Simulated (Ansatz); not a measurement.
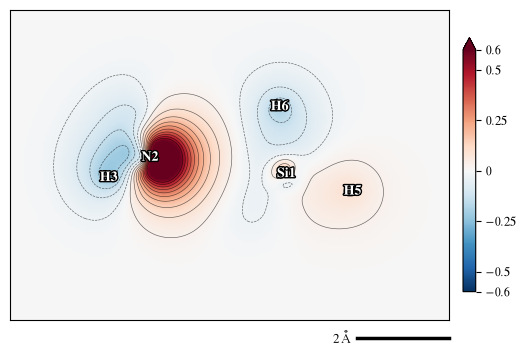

*FH3OSi···NH3. The HOMO on the plane of atoms H5, Si1 and H6 (values in Å⁻³ᐟ²; the overall sign is arbitrary).*

Not at a stationary point (largest force 1.0 eV/Å).

All numbers below come from RHF/cc-pVDZ in Ansatz 0.2.0.

The calculation's input:

```
crystal:
  periodic: [false, false, false]
  atoms:
    - { symbol: Si, position_ang: [0.0, 0.0, 0.0] }
    - { symbol: "N", position_ang: [0.0, 0.0, 2.17] }
    - { symbol: H, position_ang: [-0.877, -0.2713, 2.7] }
    - { symbol: H, position_ang: [0.877, 0.2713, 2.7] }
    - { symbol: H, position_ang: [1.3768, 0.0, -0.4862] }
    - { symbol: H, position_ang: [-0.6877, 1.1914, -0.4862] }
    - { symbol: O, position_ang: [-0.7913, -1.3709, -0.5594] }
    - { symbol: H, position_ang: [-1.2459, -1.8365, 0.2129] }
    - { symbol: F, position_ang: [0.9864, -1.498, 0.596] }
    - { symbol: H, position_ang: [0.6732, -1.0222, 1.6919] }
basis:
  gaussian: { orbitals: cc-pVDZ }
hamiltonian:
  xc: hf
relax:
  f_tol: 0.15
  max_steps: 25
  restrain:
    - { distance: [0, 8], at: 1.59, k: 30.0 }
    - { distance: [9, 1], at: 1.06, k: 30.0 }
    - { distance: [0, 1], at: 3.02, k: 30.0 }
    - { distance: [9, 8], at: 2.12, k: 30.0 }
output:
  orbitals: {}
```

Command:

```sh
ansatz run input.yaml --threads 1 --pin off --max-ram 2048MiB --backend cpu --events-out ev --progress --plain --runs-dir out
```

The fields are those of the run's last geometry, not of the input's.

What is the character of this orbital?

By Hirshfeld shares it lies mainly on N2 (about 70 %); largely a lone pair of N2. Its energy is −12.30 eV.
